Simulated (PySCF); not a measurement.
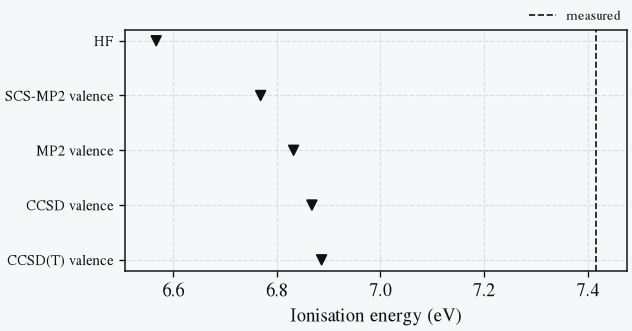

The ionisation energy of Pb ([Xe] 4f¹⁴ 5d¹⁰ 6s² 6p² → [Xe] 4f¹⁴ 5d¹⁰ 6s² 6p) across levels of theory. PySCF, aug-cc-pVTZ-PP plus 1 diffuse shell for each l with a 60-electron core potential, unrestricted single determinants, no spin-orbit coupling. Methods marked “valence” freeze 18 core electrons.

Q: Summarise the spread and list the values.

A: The values run from 6.567 eV (HF) to 6.886 eV (CCSD(T) valence). The measured value is 7.417 eV; nearest to it come CCSD(T) valence (−0.530) and CCSD valence (−0.549), furthest HF (−0.849 eV).

```tsv
Method	Ionisation energy (eV)
HF	6.567
MP2 valence	6.832
SCS-MP2 valence	6.769
CCSD valence	6.868
CCSD(T) valence	6.886
```

Limits of the model: spin-orbit shift not estimated.
